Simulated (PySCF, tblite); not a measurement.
# C₆H₃N₂O radical: geometry, infrared bands and EPR parameters

Aim: predict the infrared bands and EPR parameters of C₆H₃N₂O radical (`O=CC#CC1=NC=C[N]1`).

The runs use tblite 0.8.0 and PySCF 2.14.0, with density-fitted response routines of our own; the level of theory stands in each step. All values are computed, except where a source is named. Atoms count from 0, in the outputs and in this text.

**1. The starting structure**

12 atoms, charge 0, multiplicity 2; geometry from: force field or distance geometry start.

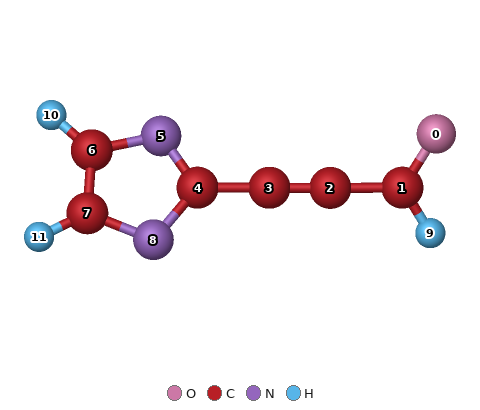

As it starts; oxygen pink, carbon red, nitrogen purple, hydrogen blue, atoms numbered.

**2. Relaxing the molecule with GFN2-xTB**

What the job is given:

```
{"job": {"kind": "relax", "xc": "GFN2-xTB", "basis": "xTB"}, "charge": 0, "multiplicity": 2}
O      4.094600     1.546900     0.640400
C      3.596900     0.422800     0.290800
C      2.171200     0.220400     0.245500
C      0.968600     0.058800     0.193100
C     -0.454300    -0.135600     0.146700
N     -1.283000     0.816400    -0.160000
C     -2.619300     0.338900    -0.144500
C     -2.577000    -0.956300     0.185400
N     -1.215500    -1.313500     0.371700
H      4.291000    -0.378300     0.065200
H     -3.491400     0.944800    -0.358700
H     -3.480600    -1.566000     0.263100
```

On the command line:

```console
> OMP_NUM_THREADS=1 python probes_run.py task.json out
```

One launch serves the whole session: the jobs run in the order shown.

The program printed:

```text
step      E/eV     max force
  0    -655.50029    4.757
  1    -655.85298    4.788
  2    -656.03601    1.842
  3    -656.10636    1.365
  4    -656.25684    1.017
  5    -656.32548    0.889
  6    -656.37387    0.542
  7    -656.41667    0.529
  8    -656.42770    0.272
  9    -656.43561    0.203
 10    -656.43891    0.120
 11    -656.44016    0.100
 12    -656.44077    0.071
 13    -656.44139    0.083
 14    -656.44197    0.083
 15    -656.44235    0.057
 16    -656.44264    0.049
 17    -656.44297    0.062
 18    -656.44347    0.099
 19    -656.44415    0.114
 20    -656.44498    0.104
 21    -656.44586    0.094
 22    -656.44669    0.100
 23    -656.44737    0.094
 24    -656.44791    0.061
 25    -656.44843    0.068
 26    -656.44907    0.087
 27    -656.44974    0.097
 28    -656.45028    0.075
 29    -656.45068    0.060
 30    -656.45111    0.070
 31    -656.45160    0.085
 32    -656.45203    0.079
 33    -656.45240    0.065
 34    -656.45284    0.067
 35    -656.45339    0.078
 36    -656.45387    0.066
 37    -656.45409    0.035
 38    -656.45415    0.017
 39    -656.45418    0.020
 40    -656.45424    0.024
 41    -656.45431    0.034
 42    -656.45439    0.032
 43    -656.45446    0.023
 44    -656.45452    0.019
 45    -656.45457    0.017
 46    -656.45460    0.014
 47    -656.45461    0.012
 48    -656.45463    0.012
 49    -656.45466    0.015
 50    -656.45468    0.014
 51    -656.45470    0.009
```

It took 0.25 s on 1 thread of Arm Neoverse V2, shared host.

The steps of the relaxation: (not every step is listed)

```
step  energy from step 0 (eV)  largest force (eV/Å)
   0                   0.0000                4.7570
   1                  -0.3527                4.7881
   2                  -0.5357                1.8421
   3                  -0.6061                1.3651
   4                  -0.7566                1.0175
   5                  -0.8252                0.8885
   6                  -0.8736                0.5416
   7                  -0.9164                0.5292
   8                  -0.9274                0.2720
  11                  -0.9399                0.1003
  14                  -0.9417                0.0828
  17                  -0.9427                0.0621
  20                  -0.9447                0.1044
  23                  -0.9471                0.0938
  26                  -0.9488                0.0873
  29                  -0.9504                0.0595
  32                  -0.9517                0.0787
  35                  -0.9531                0.0778
  38                  -0.9539                0.0172
  41                  -0.9540                0.0343
  44                  -0.9542                0.0190
  46                  -0.9543                0.0136
  47                  -0.9543                0.0124
  48                  -0.9543                0.0122
  49                  -0.9544                0.0149
  50                  -0.9544                0.0142
  51                  -0.9544                0.0091
```

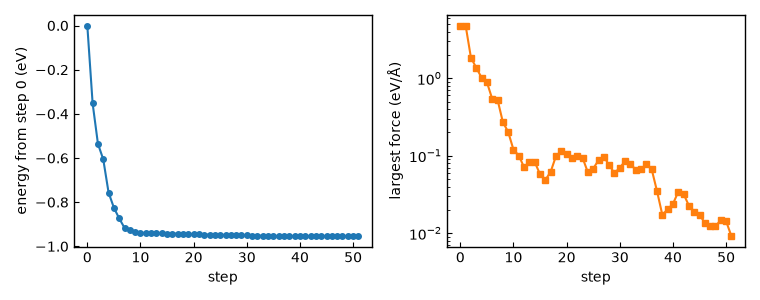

Energy and force, step by step.

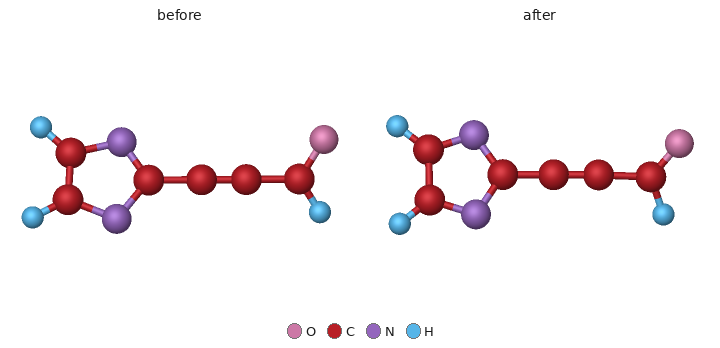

The geometry before (left) and after (right).

Close pairs (by a distance rule), those that changed most:

```
 bond  before (Å)  after (Å)  change (Å)
C7–N8       1.420      1.312      -0.108
N5–C6       1.419      1.311      -0.108
C6–C7       1.337      1.439      +0.102
O0–C1       1.278      1.201      -0.077
C4–N5       1.299      1.364      +0.066
C3–C4       1.437      1.381      -0.056
C4–N8       1.420      1.366      -0.054
C1–H9       1.084      1.111      +0.028
```

The end geometry stands in the next job.

**3. Infrared spectrum with GFN2-xTB**

What the job is given:

```
{"job": {"kind": "ir", "xc": "GFN2-xTB", "basis": "xTB"}, "charge": 0, "multiplicity": 2}
O      4.115251     1.389792     0.663595
C      3.490979     0.417627     0.334255
C      2.076499     0.286706     0.285483
C      0.871504     0.139228     0.185500
C     -0.496406    -0.034423     0.115464
N     -1.375577     0.955146    -0.215257
C     -2.559449     0.393200    -0.167416
C     -2.394546    -0.988874     0.199218
N     -1.116348    -1.223891     0.375373
H      3.991278    -0.521896     0.014502
H     -3.460417     0.933884    -0.380892
H     -3.141569    -1.747186     0.328869
```

The program printed:

```text
mode    cm-1     km/mol
  1      44.7     11.78
  2      71.4      0.96
  3      90.6     12.18
  4     157.4      3.97
  5     215.7      4.76
  6     347.6     21.88
  7     407.0      0.48
  8     474.8      3.60
  9     528.8      0.53
 10     594.2      6.99
 11     614.4      2.50
 12     725.0      2.28
 13     760.3     32.81
 14     821.8      0.06
 15     852.6     33.09
 16     883.9      9.99
 17     985.4      8.91
 18    1020.9     12.90
 19    1074.8     66.27
 20    1142.8     16.64
 21    1261.9     40.59
 22    1332.8     30.16
 23    1353.7      1.99
 24    1452.8      0.58
 25    1466.9     71.16
 26    1730.1    550.52
 27    2200.9     10.59
 28    2721.4     59.54
 29    3161.0      4.17
 30    3169.9     13.03
```

It took 0.29 s on 1 thread of Arm Neoverse V2, shared host.

The strongest bands and the atoms that carry them (share of the mass-weighted mode):

```
cm⁻¹  km/mol                                 atoms
 760    32.8           H11 31 %, H10 30 %, C4 24 %
 853    33.1    C6 27 %, C7 27 %, N8 14 %, C4 14 %
1075    66.3           C4 29 %, H10 25 %, H11 24 %
1262    40.6  C6 26 %, C7 26 %, H10 14 %, H11 14 %
1333    30.2                               H9 84 %
1467    71.2    C6 28 %, C7 24 %, N5 18 %, N8 16 %
1730   550.5                      C1 59 %, O0 40 %
2721    59.5                               H9 94 %
```

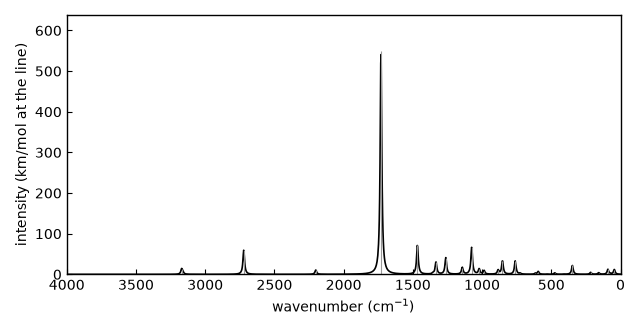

The infrared spectrum from these modes, unscaled. Lines are broadened to a width of 14 cm⁻¹ (Lorentzian).

**4. g tensor and hyperfine couplings: B3LYP/pcH-1**

Settings changed since step 3:

```diff
@@ -1,2 +1,2 @@
-{"job": {"kind": "ir", "xc": "GFN2-xTB", "basis": "xTB"}, "charge": 0, "multiplicity": 2}
+{"job": {"kind": "epr", "basis": "pcH-1"}, "charge": 0, "multiplicity": 2}
 O      4.115251     1.389792     0.663595
```

With the program's defaults for keys left out, this is: UKS B3LYP, pcH-1 on C H N O, non-relativistic, mean-field spin-orbit, GIAO.

The program printed:

```text
UKS, coarse grid
  cycle   1  E = -414.87755325  |g| = 6.43e-01
  cycle   2  E = -413.52731787  |g| = 1.70e+00
  cycle   3  E = -414.96175219  |g| = 3.68e-01
  cycle   4  E = -415.03341382  |g| = 1.52e-01
  cycle   5  E = -415.03693597  |g| = 1.25e-01
  cycle   6  E = -415.04441840  |g| = 2.25e-02
  cycle   7  E = -415.04469349  |g| = 8.45e-03
  cycle   8  E = -415.04473935  |g| = 5.00e-03
  cycle   9  E = -415.04476317  |g| = 3.33e-03
  cycle  10  E = -415.04477432  |g| = 1.22e-03
  cycle  11  E = -415.04477696  |g| = 5.35e-04
UKS, final grid
  cycle   1  E = -415.04478040  |g| = 4.65e-04
  cycle   2  E = -415.04478052  |g| = 6.37e-04
  cycle   3  E = -415.04478073  |g| = 2.47e-04
  cycle   4  E = -415.04478079  |g| = 1.52e-04
  cycle   5  E = -415.04478085  |g| = 1.23e-04
  cycle   6  E = -415.04478087  |g| = 3.33e-05
  cycle   7  E = -415.04478087  |g| = 6.72e-06
E = -415.04478087 Eh   <S^2> = 0.7726 (exact 0.7500)
g shifts (ppm)      1          2          3
  rmc          -150       -150       -150
  gc              2         34         27
  oz_so          82        624       1964
  total         -66        508       1842
hyperfine (MHz)  atom isotope    a_iso     a_fc   dipolar eigenvalues
    0   17O      -6.86      -6.86    -26.45     12.80     13.65
    1   13C     -16.33     -16.33     -5.97      1.96      4.01
    2   13C      28.73      28.73    -28.42    -20.71     49.13
    3   13C     -43.38     -43.38    -16.20      0.51     15.69
    4   13C      45.67      45.67    -37.01    -35.86     72.87
    5   14N      -4.64      -4.64     -4.18      1.84      2.34
    6   13C      17.68      17.68    -25.21    -23.01     48.22
    7   13C      17.43      17.43    -25.04    -22.84     47.88
    8   14N      -4.57      -4.57     -4.05      1.77      2.28
    9    1H       9.58       9.58     -2.62     -0.92      3.54
   10    1H     -22.65     -22.65    -12.58     -2.04     14.63
   11    1H     -22.50     -22.50    -12.52     -2.05     14.56
```

Wall time 60 s (1 thread of Arm Neoverse V2, shared host); peak memory 0.9 GiB.

Principal g values 2.00225, 2.00283, 2.00416; g(iso) = 2.00308, against 2.00232 for a free electron.

Hyperfine couplings, nucleus by nucleus at this fixed geometry (no averaging over rotations):

```
nuclei  isotope  a(iso) (MHz)  a(iso) (G, at g = 2.0023)  largest dipolar term (MHz)
    C4      13C          45.7                       16.3                        72.9
    C3      13C         -43.4                      -15.5                       -16.2
    C2      13C          28.7                       10.3                        49.1
   H10       1H         -22.6                       -8.1                        14.6
   H11       1H         -22.5                       -8.0                        14.6
    C6      13C          17.7                        6.3                        48.2
    C7      13C          17.4                        6.2                        47.9
    C1      13C         -16.3                       -5.8                        -6.0
    H9       1H           9.6                        3.4                         3.5
    O0      17O          -6.9                       -2.4                       -26.5
    N5      14N          -4.6                       -1.7                        -4.2
    N8      14N          -4.6                       -1.6                        -4.1
```

Mulliken spin populations:

```
atom  value (e)
  O0       0.09
  C1      -0.05
  C2       0.33
  C3      -0.18
  C4       0.41
  N5      -0.08
  C6       0.29
  C7       0.28
  N8      -0.08
  H9       0.00
 H10      -0.01
 H11      -0.01
```

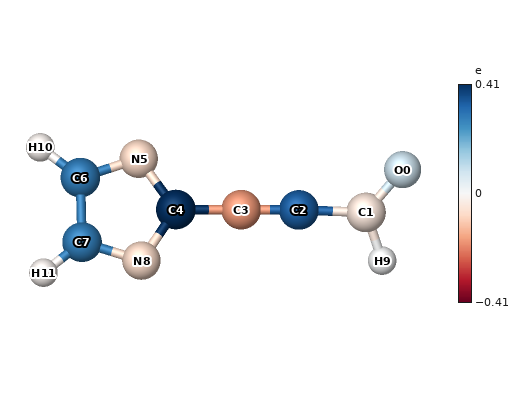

Mulliken spin populations, as colours on the atoms.

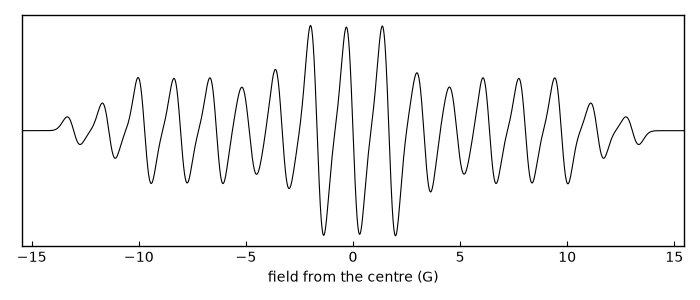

First-order isotropic spectrum (first derivative, main isotopes with spin only, couplings over 0.8 MHz, Gaussian width 0.3 G; couplings of the frozen geometry, rotation of groups not averaged beyond the rows shown).

Orbitals, density, ELF and potential are computed afterwards from the orbital file.

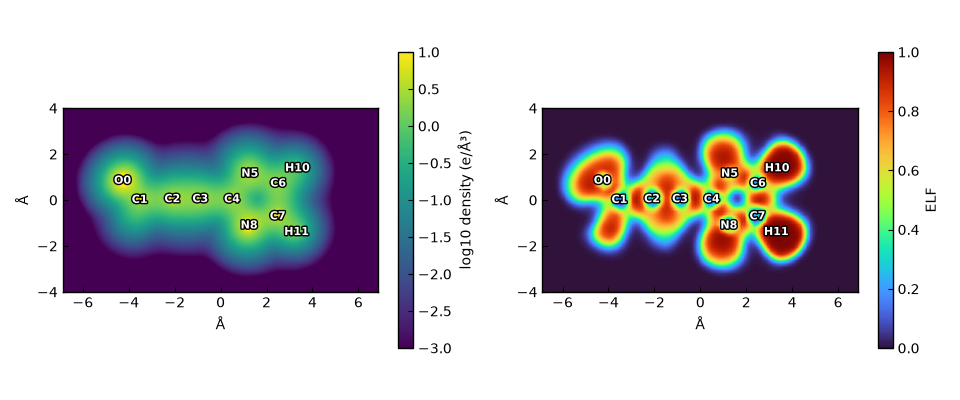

Density (left) and ELF (right) in a plane through or near 11 of the atoms.

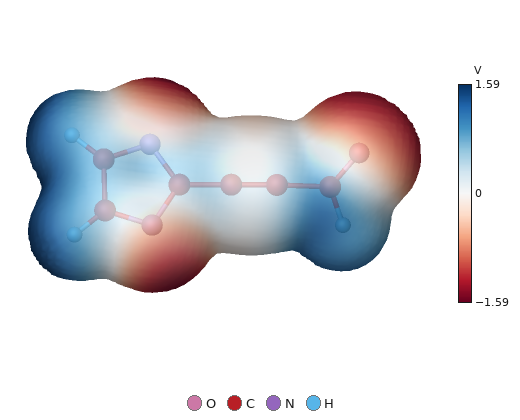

Electrostatic potential on the surface of density 0.002 e/bohr³; red is low, blue high. It runs from -1.53 V near N5 to 1.59 V near H11.

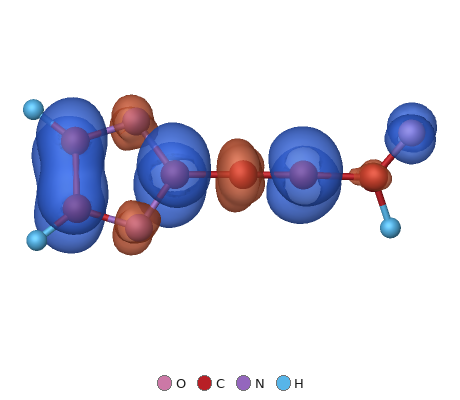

Spin density at ±0.02 e/Å³ (alpha excess blue, beta excess red).

**5. Outcome**

| quantity | value |
| --- | --- |
| strongest single infrared mode (GFN2-xTB) | 1730 cm⁻¹, 551 km/mol |
| zero-point energy (GFN2-xTB) | 45.3 kcal/mol |
| g(iso) (B3LYP) | 2.00308 |
| ⟨S²⟩ | 0.773 (exact 0.75) |
| largest a(iso) | 13C on C4, 45.7 MHz |
| surface potential, least and greatest | -1.53 V and 1.59 V |

In words: The optimisation took 51 steps and gained 0.954 eV; among the close pairs (by a distance rule), C7–N8 changed most, from 1.420 to 1.312 Å. No mode is imaginary among the 30: a minimum at this level. The strongest single mode, at 1730 cm⁻¹, moves mainly C1 and O0. Unscaled tight-binding wavenumbers are off by several per cent, some by more. Its intensities can rank the bands wrongly. The largest spin populations lie on C4 (0.41 e), C2 (0.33 e). The isotropic g lies 0.8 ppt above the free-electron value.
